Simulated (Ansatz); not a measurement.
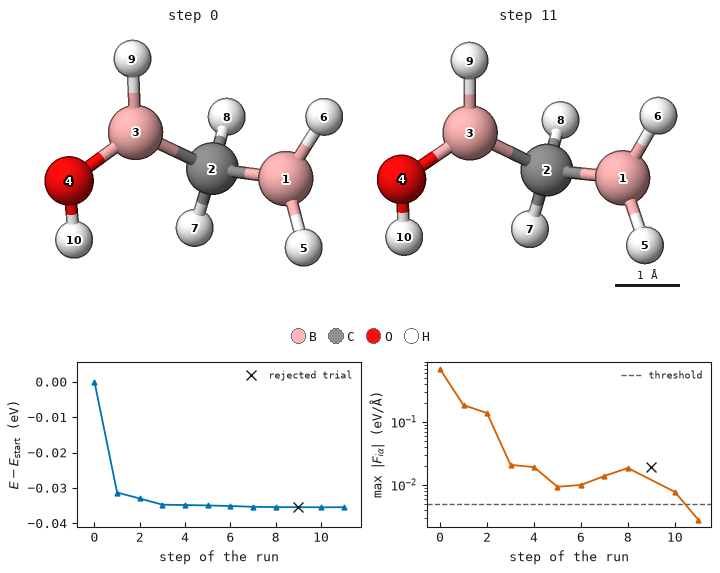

First and last geometry of a relaxation of CH₆B₂O, with the history of the run. The picture is a ball-and-stick view, seen face on.

The start comes from PBE-D4/def2-SVP.

Level of theory: RKS PBE0-D4/def2-TZVP (Ansatz 0.2.0).

Input file:
```yaml
crystal:
  periodic: [false, false, false]
  atoms:
    - {symbol: B, position_ang: [-1.319168, 0.621611, -0.021019]}
    - {symbol: C, position_ang: [-0.377144, -0.587510, -0.261730]}
    - {symbol: B, position_ang: [0.952517, -0.227808, 0.536787]}
    - {symbol: O, position_ang: [2.087444, 0.212014, -0.071089]}
    - {symbol: H, position_ang: [-1.467954, 1.480754, -0.873597]}
    - {symbol: H, position_ang: [-1.878726, 0.769827, 1.051014]}
    - {symbol: H, position_ang: [-0.162445, -0.796727, -1.330020]}
    - {symbol: H, position_ang: [-0.763864, -1.488808, 0.263513]}
    - {symbol: H, position_ang: [1.019246, -0.319217, 1.749065]}
    - {symbol: H, position_ang: [1.993096, 0.284663, -1.039925]}
basis:
  gaussian: {orbitals: def2-TZVP}
hamiltonian: {xc: pbe0, dispersion: d4}
relax: {f_tol: 0.005, max_steps: 150}
```

Command:
```bash
ansatz run in.yaml --threads 2 --pin off --events-out ev --progress --plain --max-ram 4352MiB
```

> What do the curves and the structures tell?

It converged. H5 moves most after the best rigid fit: 0.12 Å. Largest moves by element: H 0.12 Å, O 0.07 Å, C 0.05 Å, B 0.03 Å. Among the contacts that change: B1–H5 1.219 → 1.198 Å, C2–H7 1.110 → 1.093 Å, O4–H10 0.976 → 0.962 Å, C2–H8 1.113 → 1.099 Å. Among the angles between lasting bonds that change: B1–C2–B3 104.7° → 107.4°. Over 10 accepted moves (11 points after the start) the energy falls by 0.035 eV. The largest force component goes from 0.69 to 0.0028 eV/Å. The line search rejected the trial step at point 9 of the run.

```
step  E − E(0), eV  largest force component, eV/Å      note
   0        0.0000                         0.6858          
   1       -0.0313                         0.1847          
   2       -0.0330                         0.1380          
   3       -0.0347                         0.0207          
   4       -0.0348                         0.0191          
   5       -0.0350                         0.0093          
   6       -0.0351                         0.0099          
   7       -0.0353                         0.0138          
   8       -0.0354                         0.0185          
   9       -0.0354                         0.0194  rejected
  10       -0.0355                         0.0077          
  11       -0.0355                         0.0028
```
